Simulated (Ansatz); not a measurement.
# C2H5BBr radical: two torsions

Aim: map the energy of C2H5BBr, SMILES CC[B]Br, spin multiplicity 2 over two coordinates, and find its wells, ridges and stiffness.

Method: UKS PBE0-D4/def2-SVP; program: Ansatz 0.2.0.

### Step 1. The starting structure

9 atoms, charge 0, spin multiplicity 2.

Atoms are counted from 1 here; the program's logs count them from 0.

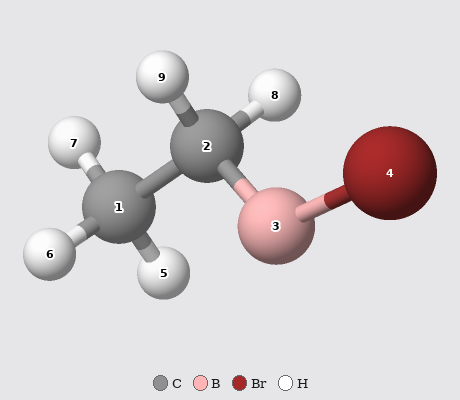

Start geometry, drawn with carbon grey, boron pink, bromine red, hydrogen white; atoms are numbered from 1 in the order of the file.

As a file:

```tsv
atom	x (Å)	y (Å)	z (Å)
C1	-0.3358	1.0709	0.3852
C2	0.3585	-0.1929	-0.1406
B3	-0.5127	-1.4764	-0.2867
Br4	0.0973	-3.1671	-0.9103
H5	-1.1740	1.3729	-0.2745
H6	-0.7607	0.9053	1.3956
H7	0.3664	1.9271	0.4512
H8	0.8225	-0.0120	-1.1409
H9	1.2270	-0.4741	0.5040
```

This geometry comes from a loose relaxation at PBE in a small basis, which is not shown.

### Step 2. The minimum at this level

File input.yaml:

```yaml
crystal:
  periodic: [false, false, false]
  atoms:
    - { symbol: C, position_ang: [-0.335847, 1.070904, 0.385166] }
    - { symbol: C, position_ang: [0.358483, -0.19288, -0.140578] }
    - { symbol: B, position_ang: [-0.512723, -1.476378, -0.28667] }
    - { symbol: Br, position_ang: [0.09732, -3.167058, -0.910328] }
    - { symbol: H, position_ang: [-1.17402, 1.37292, -0.274464] }
    - { symbol: H, position_ang: [-0.760712, 0.905312, 1.3956] }
    - { symbol: H, position_ang: [0.366422, 1.927066, 0.451168] }
    - { symbol: H, position_ang: [0.822458, -0.011998, -1.140944] }
    - { symbol: H, position_ang: [1.227018, -0.474088, 0.50395] }
magnetization:
  spin_polarized: true
  initial_magnetization: 1
basis:
  gaussian: { orbitals: def2-SVP }
hamiltonian:
  xc: pbe0
  dispersion: d4
output:
  forces: true
relax:
  f_tol: 0.003
  max_steps: 120
```

The run is started by

```console
$ ansatz run input.yaml --threads 1 --pin off --max-ram 2560MiB --backend cpu --events-out ev --progress --plain --runs-dir out
```

Log:

```text
Warning: RAYON_NUM_THREADS=1 ignored (pool sized by the plan → 1); use --threads N
The last accepted step is kept in <dir> (removed where the run ends without a failure and the disk answers)
Engine: ansatz 0.2.0, x86_64-unknown-linux-gnu
Functional definition: PBE0
  parameter a = 0.25
  parameter kappa = 0.804
  parameter beta = 0.06672455060314922
  exchange = (1 - a)*pbe_x(kappa = kappa, mu = beta*pi^2/3) + a*exact_x
  correlation = pbe_c(beta = beta)
1095 factors; integrals over basis functions are off by at most 3.3e-4 eV
mean field evaluation 1: about -72849.5183 eV, gradient 3.2e1 eV
mean field evaluation 2: about -72846.8144 eV, gradient 3.9e1 eV
mean field evaluation 4: about -72854.9842 eV, gradient 1.7e0 eV
mean field evaluation 8: about -72855.0264 eV, gradient 9.1e-2 eV
mean field evaluation 16: about -72855.0265 eV, gradient 7.1e-5 eV
mean field -72855.02652630 eV, -2677.3728419309 hartree, gradient 2.4e-5 eV, S^2 0.752589; 0 other end points of the search recorded, 0 dependent functions left out
the calculation of the forces begins
reference -72855.02655193 eV, -2677.3728428726 hartree; 29, 28 occupied and 70, 71 virtual orbitals, 1095 factors
relax step   1: F+E_penalty+E_count = -72855.16478701 eV  Δ(F+E_penalty+E_count) = +0.000e0 eV  max|allowed force component| = 2.464e-1 eV/Å  Δτ_max = 0.0000 Å  (31 SCF iters, accepted)
these checks for a lower state are left out or cut short: starts, cluster_reference, orbital_swaps, neighbouring_geometries, increment
1095 factors; integrals over basis functions are off by at most 3.3e-4 eV
mean field -72855.03431668 eV, -2677.3731282220 hartree, gradient 2.1e-5 eV, S^2 0.752585; 0 other end points of the search recorded, 0 dependent functions left out
the calculation of the forces begins
reference -72855.03434223 eV, -2677.3731291610 hartree; 29, 28 occupied and 70, 71 virtual orbitals, 1095 factors
relax step   2: F+E_penalty+E_count = -72855.17307238 eV  Δ(F+E_penalty+E_count) = -8.285e-3 eV  max|allowed force component| = 7.059e-2 eV/Å  Δτ_max = 0.0179 Å  (35 SCF iters, accepted)
these checks for a lower state are left out or cut short: starts, cluster_reference, orbital_swaps, neighbouring_geometries, increment
1095 factors; integrals over basis functions are off by at most 3.3e-4 eV
mean field -72855.03502215 eV, -2677.3731541477 hartree, gradient 2.5e-5 eV, S^2 0.752581; 0 other end points of the search recorded, 0 dependent functions left out
the calculation of the forces begins
reference -72855.03504769 eV, -2677.3731550864 hartree; 29, 28 occupied and 70, 71 virtual orbitals, 1095 factors
relax step   3: F+E_penalty+E_count = -72855.17378838 eV  Δ(F+E_penalty+E_count) = -7.160e-4 eV  max|allowed force component| = 1.797e-2 eV/Å  Δτ_max = 0.0042 Å  (28 SCF iters, accepted)
these checks for a lower state are left out or cut short: starts, cluster_reference, orbital_swaps, neighbouring_geometries, increment
1095 factors; integrals over basis functions are off by at most 3.3e-4 eV
mean field evaluation 32: about -72855.0056 eV, gradient 1.1e-1 eV
mean field -72855.03500283 eV, -2677.3731534378 hartree, gradient 4.3e-5 eV, S^2 0.752581; 0 other end points of the search recorded, 0 dependent functions left out
the calculation of the forces begins
reference -72855.03502837 eV, -2677.3731543762 hartree; 29, 28 occupied and 70, 71 virtual orbitals, 1095 factors
relax step   4: F+E_penalty+E_count = -72855.17380827 eV  Δ(F+E_penalty+E_count) = -1.989e-5 eV  max|allowed force component| = 4.052e-3 eV/Å  Δτ_max = 0.0016 Å  (24 SCF iters, accepted)
these checks for a lower state are left out or cut short: starts, cluster_reference, orbital_swaps, neighbouring_geometries, increment
1095 factors; integrals over basis functions are off by at most 3.3e-4 eV
mean field -72855.03500771 eV, -2677.3731536170 hartree, gradient 2.6e-5 eV, S^2 0.752581; 0 other end points of the search recorded, 0 dependent functions left out
the calculation of the forces begins
reference -72855.03503325 eV, -2677.3731545555 hartree; 29, 28 occupied and 70, 71 virtual orbitals, 1095 factors
relax step   5: F+E_penalty+E_count = -72855.17380908 eV  Δ(F+E_penalty+E_count) = -8.079e-7 eV  max|allowed force component| = 5.863e-4 eV/Å  Δτ_max = 0.0003 Å  (22 SCF iters, accepted)
1095 factors; integrals over basis functions are off by at most 3.3e-4 eV
mean field -72855.03500771 eV, -2677.3731536170 hartree, gradient 2.6e-5 eV, S^2 0.752581; 1 other end points of the search recorded, 0 dependent functions left out
the calculation of the forces begins
reference -72855.03503325 eV, -2677.3731545555 hartree; 29, 28 occupied and 70, 71 virtual orbitals, 1095 factors
Total energy: -72855.17383461 eV, -2677.3782554116 hartree
Atom 0 at    -0.333566     1.064828     0.382957 Å, force    -0.000258     0.000030     0.000105 eV/Å
Atom 1 at     0.357383    -0.190378    -0.139641 Å, force     0.000517    -0.000586    -0.000338 eV/Å
Atom 2 at    -0.512555    -1.469221    -0.284186 Å, force     0.000443     0.000496     0.000022 eV/Å
Atom 3 at     0.100152    -3.148509    -0.905505 Å, force     0.000036    -0.000080    -0.000057 eV/Å
Atom 4 at    -1.164393     1.365792    -0.272767 Å, force     0.000050     0.000037     0.000048 eV/Å
Atom 5 at    -0.755184     0.900395     1.385965 Å, force    -0.000005     0.000226    -0.000006 eV/Å
Atom 6 at     0.364614     1.913272     0.448762 Å, force    -0.000007     0.000168     0.000123 eV/Å
Atom 7 at     0.814352    -0.011792    -1.133816 Å, force    -0.000513    -0.000086    -0.000378 eV/Å
Atom 8 at     1.217596    -0.470588     0.501131 Å, force    -0.000263    -0.000206     0.000480 eV/Å
Dipole moment:     0.186243     0.233812     0.019711 e Å
```

Run time: 22 s. Hardware: 1 thread of Intel Xeon 6975P-C (Granite Rapids), shared host; peak memory 0.31 GiB.

Step by step:

```tsv
step	energy from step 1 (eV)	largest force component (eV/Å)
1	0.0000	0.2464
2	-0.0083	0.0706
3	-0.0090	0.0180
4	-0.0090	0.0041
5	-0.0090	0.0006
```

Distances of close pairs at the start and the end, largest changes first:

```tsv
bond	before (Å)	after (Å)	change (Å)
B3–Br4	1.902	1.892	-0.010
C1–C2	1.535	1.525	-0.010
C2–H9	1.118	1.109	-0.009
C2–H8	1.117	1.109	-0.009
C1–H7	1.109	1.101	-0.009
C1–H6	1.109	1.100	-0.008
C1–H5	1.109	1.100	-0.008
C2–B3	1.558	1.553	-0.005
```

### Step 3. Setting up the map

- dihedral C1–C2–B3–Br4: 12 values from −180 to 150 °, periodic
- dihedral H5–C1–C2–B3: 13 values from −150 to 30 °

Nothing else is relaxed (all other coordinates rigid). Energies count from the relaxed molecule at the same level. Points are written as (first, second).

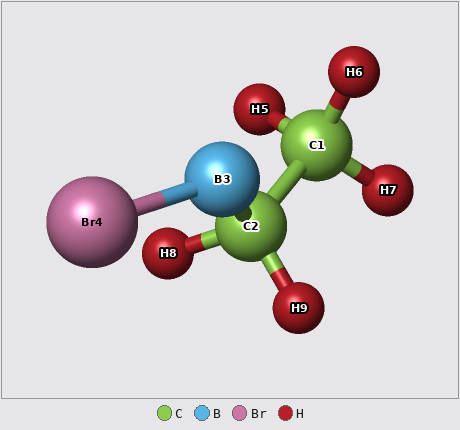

The geometry at (150°, −105°).

Of the runs on the grid, 3 are shown in the steps below; the others differ only in the two coordinates.

### Step 4. Point (150°, −105°)

File input.yaml:

```yaml
crystal:
  periodic: [false, false, false]
  atoms:
    - { symbol: C, position_ang: [-0.333566, 1.064828, 0.382957] }
    - { symbol: C, position_ang: [0.357383, -0.190378, -0.139641] }
    - { symbol: B, position_ang: [0.067605, -1.521124, 0.607533] }
    - { symbol: Br, position_ang: [0.073015, -3.243411, -0.176784] }
    - { symbol: H, position_ang: [-1.164393, 1.365792, -0.272767] }
    - { symbol: H, position_ang: [-0.755184, 0.900395, 1.385965] }
    - { symbol: H, position_ang: [0.364614, 1.913272, 0.448762] }
    - { symbol: H, position_ang: [0.107504, -0.371471, -1.204472] }
    - { symbol: H, position_ang: [1.459396, -0.06942, -0.142726] }
magnetization:
  spin_polarized: true
  initial_magnetization: 1
basis:
  gaussian: { orbitals: def2-SVP }
hamiltonian:
  xc: pbe0
  dispersion: d4
output:
  forces: true
```

The run is started by

```console
$ ansatz run input.yaml --threads 1 --pin off --max-ram 2560MiB --backend cpu --events-out ev --progress --plain --runs-dir out
```

Log:

```text
Warning: RAYON_NUM_THREADS=1 ignored (pool sized by the plan → 1); use --threads N
[... 7 set-up lines as earlier in the session ...]
1001 factors; integrals over basis functions are off by at most 1.4e-3 eV
mean field evaluation 1: about -72849.1941 eV, gradient 3.3e1 eV
mean field evaluation 2: about -72846.3256 eV, gradient 4.0e1 eV
mean field evaluation 4: about -72854.7993 eV, gradient 1.5e0 eV
mean field evaluation 8: about -72854.9138 eV, gradient 8.9e-2 eV
mean field evaluation 16: about -72854.9139 eV, gradient 4.8e-4 eV
mean field -72854.91387657 eV, -2677.3687021298 hartree, gradient 4.6e-5 eV, S^2 0.752560; 0 other end points of the search recorded, 0 dependent functions left out
the calculation of the forces begins
reference -72854.91390249 eV, -2677.3687030821 hartree; 29, 28 occupied and 70, 71 virtual orbitals, 1001 factors
Total energy: -72855.05313826 eV, -2677.3738199025 hartree
Atom 0 at    -0.333566     1.064828     0.382957 Å, force    -0.028567     0.191048     0.199498 eV/Å
Atom 1 at     0.357383    -0.190378    -0.139641 Å, force    -0.086621    -0.276949    -0.439701 eV/Å
Atom 2 at     0.067605    -1.521124     0.607533 Å, force     0.019727     0.010952     0.040238 eV/Å
Atom 3 at     0.073015    -3.243411    -0.176784 Å, force     0.048572    -0.030478     0.033204 eV/Å
Atom 4 at    -1.164393     1.365792    -0.272767 Å, force     0.016017    -0.007508     0.033215 eV/Å
Atom 5 at    -0.755184     0.900395     1.385965 Å, force     0.024848     0.094632     0.032924 eV/Å
Atom 6 at     0.364614     1.913272     0.448762 Å, force    -0.093842     0.022215    -0.020927 eV/Å
Atom 7 at     0.107504    -0.371471    -1.204472 Å, force     0.110130     0.112764     0.019485 eV/Å
Atom 8 at     1.459396    -0.069420    -0.142726 Å, force    -0.010264    -0.116677     0.102064 eV/Å
Dipole moment:     0.069651     0.251764    -0.158870 e Å
```

Run time: 4.1 s. Hardware: 1 thread of Intel Xeon 6975P-C (Granite Rapids), shared host; peak memory 0.29 GiB.

Energy on the map's scale: 11.6 kJ/mol.

### Step 5. Point (60°, −120°)

File input.yaml:

```yaml
crystal:
  periodic: [false, false, false]
  atoms:
    - { symbol: C, position_ang: [-0.333566, 1.064828, 0.382957] }
    - { symbol: C, position_ang: [0.357383, -0.190378, -0.139641] }
    - { symbol: B, position_ang: [0.365581, -1.433722, 0.791571] }
    - { symbol: Br, position_ang: [-1.170552, -2.325082, 1.445197] }
    - { symbol: H, position_ang: [-1.164393, 1.365792, -0.272767] }
    - { symbol: H, position_ang: [-0.755184, 0.900395, 1.385965] }
    - { symbol: H, position_ang: [0.364614, 1.913272, 0.448762] }
    - { symbol: H, position_ang: [-0.088556, -0.523555, -1.098406] }
    - { symbol: H, position_ang: [1.416648, 0.012591, -0.396223] }
magnetization:
  spin_polarized: true
  initial_magnetization: 1
basis:
  gaussian: { orbitals: def2-SVP }
hamiltonian:
  xc: pbe0
  dispersion: d4
output:
  forces: true
```

The run is started by

```console
$ ansatz run input.yaml --threads 1 --pin off --max-ram 2560MiB --backend cpu --events-out ev --progress --plain --runs-dir out
```

Log:

```text
Warning: RAYON_NUM_THREADS=1 ignored (pool sized by the plan → 1); use --threads N
[... 7 set-up lines as earlier in the session ...]
1002 factors; integrals over basis functions are off by at most 1.2e-3 eV
mean field evaluation 1: about -72849.2163 eV, gradient 3.3e1 eV
mean field evaluation 2: about -72846.2470 eV, gradient 4.0e1 eV
mean field evaluation 4: about -72854.7486 eV, gradient 1.1e0 eV
mean field evaluation 8: about -72854.8602 eV, gradient 5.2e-2 eV
mean field evaluation 16: about -72854.8603 eV, gradient 5.5e-4 eV
mean field -72854.86025914 eV, -2677.3667317253 hartree, gradient 6.5e-5 eV, S^2 0.752585; 0 other end points of the search recorded, 0 dependent functions left out
the calculation of the forces begins
reference -72854.86028509 eV, -2677.3667326790 hartree; 29, 28 occupied and 70, 71 virtual orbitals, 1002 factors
Total energy: -72855.00782612 eV, -2677.3721547119 hartree
Atom 0 at    -0.333566     1.064828     0.382957 Å, force    -0.286353     0.193798     0.189904 eV/Å
Atom 1 at     0.357383    -0.190378    -0.139641 Å, force     0.828733    -0.258437    -0.385070 eV/Å
Atom 2 at     0.365581    -1.433722     0.791571 Å, force    -0.163253    -0.091487    -0.061029 eV/Å
Atom 3 at    -1.170552    -2.325082     1.445197 Å, force    -0.056336     0.003071     0.083855 eV/Å
Atom 4 at    -1.164393     1.365792    -0.272767 Å, force     0.022534     0.028810     0.069421 eV/Å
Atom 5 at    -0.755184     0.900395     1.385965 Å, force    -0.060562     0.145097     0.012901 eV/Å
Atom 6 at     0.364614     1.913272     0.448762 Å, force    -0.053879    -0.049209     0.012998 eV/Å
Atom 7 at    -0.088556    -0.523555    -1.098406 Å, force    -0.047699    -0.075146     0.084487 eV/Å
Atom 8 at     1.416648     0.012591    -0.396223 Å, force    -0.183186     0.103503    -0.007466 eV/Å
Dipole moment:    -0.027549     0.266619    -0.186487 e Å
```

It took 4 s on 1 thread of Intel Xeon 6975P-C (Granite Rapids), shared host; peak memory 0.29 GiB.

Energy on the map's scale: 16.0 kJ/mol.

### Step 6. Grid point (0°, −60°)

File input.yaml:

```yaml
crystal:
  periodic: [false, false, false]
  atoms:
    - { symbol: C, position_ang: [-0.333566, 1.064828, 0.382957] }
    - { symbol: C, position_ang: [0.357383, -0.190378, -0.139641] }
    - { symbol: B, position_ang: [-0.510839, -1.471146, -0.277293] }
    - { symbol: Br, position_ang: [-2.350077, -1.600887, 0.149119] }
    - { symbol: H, position_ang: [-1.164393, 1.365792, -0.272767] }
    - { symbol: H, position_ang: [-0.755184, 0.900395, 1.385965] }
    - { symbol: H, position_ang: [0.364614, 1.913272, 0.448762] }
    - { symbol: H, position_ang: [0.809668, -0.013363, -1.136236] }
    - { symbol: H, position_ang: [1.220904, -0.467475, 0.498028] }
magnetization:
  spin_polarized: true
  initial_magnetization: 1
basis:
  gaussian: { orbitals: def2-SVP }
hamiltonian:
  xc: pbe0
  dispersion: d4
output:
  forces: true
```

The run is started by

```console
$ ansatz run input.yaml --threads 1 --pin off --max-ram 2560MiB --backend cpu --events-out ev --progress --plain --runs-dir out
```

Log:

```text
Warning: RAYON_NUM_THREADS=1 ignored (pool sized by the plan → 1); use --threads N
[... 7 set-up lines as earlier in the session ...]
1003 factors; integrals over basis functions are off by at most 1.1e-3 eV
mean field evaluation 1: about -72849.2349 eV, gradient 3.3e1 eV
mean field evaluation 2: about -72846.3113 eV, gradient 4.0e1 eV
mean field evaluation 4: about -72854.9299 eV, gradient 1.3e0 eV
mean field evaluation 8: about -72855.0400 eV, gradient 4.9e-2 eV
mean field evaluation 16: about -72855.0400 eV, gradient 5.3e-5 eV
mean field -72855.04002588 eV, -2677.3733380313 hartree, gradient 5.3e-5 eV, S^2 0.752594; 0 other end points of the search recorded, 0 dependent functions left out
the calculation of the forces begins
reference -72855.04005168 eV, -2677.3733389794 hartree; 29, 28 occupied and 70, 71 virtual orbitals, 1003 factors
Total energy: -72855.19147128 eV, -2677.3789035470 hartree
Atom 0 at    -0.333566     1.064828     0.382957 Å, force     0.039033     0.101631     0.019408 eV/Å
Atom 1 at     0.357383    -0.190378    -0.139641 Å, force    -0.019126     0.008156     0.005808 eV/Å
Atom 2 at    -0.510839    -1.471146    -0.277293 Å, force    -0.005831     0.004229     0.002323 eV/Å
Atom 3 at    -2.350077    -1.600887     0.149119 Å, force    -0.022350    -0.072116    -0.014520 eV/Å
Atom 4 at    -1.164393     1.365792    -0.272767 Å, force    -0.004989    -0.002619     0.007413 eV/Å
Atom 5 at    -0.755184     0.900395     1.385965 Å, force    -0.006792     0.001863    -0.004000 eV/Å
Atom 6 at     0.364614     1.913272     0.448762 Å, force     0.008890     0.007226    -0.001350 eV/Å
Atom 7 at     0.809668    -0.013363    -1.136236 Å, force     0.019693    -0.038454     0.045724 eV/Å
Atom 8 at     1.220904    -0.467475     0.498028 Å, force    -0.008528    -0.009917    -0.060807 eV/Å
Dipole moment:     0.161265     0.254654     0.030141 e Å
```

Run time: 3.7 s. Hardware: 1 thread of Intel Xeon 6975P-C (Granite Rapids), shared host; peak memory 0.29 GiB.

That is −1.7 kJ/mol from the zero.

(Part 1 of 2 ends here.)
